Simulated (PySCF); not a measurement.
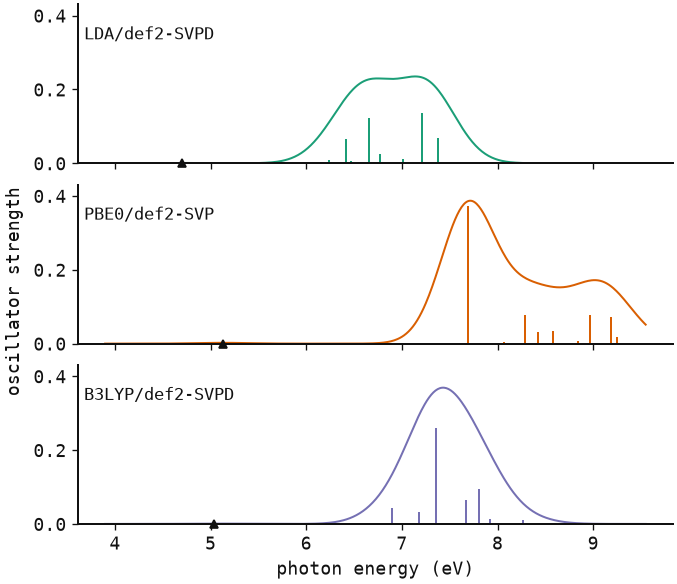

Vertical TDDFT spectra of C₄H₈FN, SMILES C/N=C/CCF at one geometry and several levels (PySCF 2.14.0, at a PBE0-D3(BJ)/def2-SVP geometry (no frequency check)); sticks with Gaussians of 1/e half-width 0.40 eV, the triangle marks S1, which has the same leading orbital pair at all these levels. Only the lowest states were computed, so the high end is incomplete.

Question: How far does S1 move with the level of theory?

Answer: From lowest to highest: LDA/def2-SVPD 4.70 eV, B3LYP/def2-SVPD 5.03 eV, PBE0/def2-SVP 5.13 eV; a spread of 0.43 eV.

Caveats, for all or some of the runs: core orbitals are frozen in the response; def2-SVP has no diffuse functions, so states with Rydberg character are missing or too high; one conformer of a flexible molecule; states above the negative HOMO energy depend on the basis.
